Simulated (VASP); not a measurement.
Data:

```xyz
6
Lattice="1.6044 -2.7789 0.0000 1.6044 2.7789 0.0000 0.0000 0.0000 16.1349" Properties=species:S:1:pos:R:3 pbc="T T T"
Mo     1.6044     0.9263     4.0337
Mo     1.6044    -0.9263    12.1012
S      1.6044     0.9263    13.6638
S      1.6044    -0.9263     5.5964
S      1.6044    -0.9263     2.4711
S      1.6044     0.9263    10.5385
```

Level of theory: RPBE GGA, VASP's PBE PAW potentials (set 64) (plane waves; VASP). Run with 520 eV cut-off, 9×9×2 Γ-centred mesh, tetrahedra with Blöchl corrections, potentials Mo_sv S.

Without a dispersion term in the relaxation, distances and binding between the weakly bound layers, chains or molecules are unreliable, and so is what depends on them.

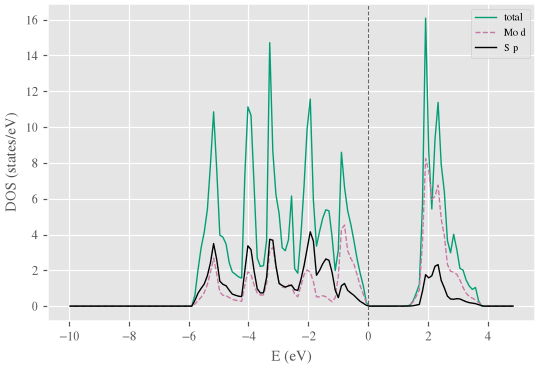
*Total and projected density of states, zero at the valence-band maximum*

Within 2 eV below the valence-band maximum the largest weight inside VASP's projection spheres is Mo d, then S p.

The gap is indirect, 1.44 eV, from the valence maximum at Γ to the conduction minimum at K.

The compound is MoS2 in the 2H layered structure. It was relaxed first, which changed the volume by +35 %.
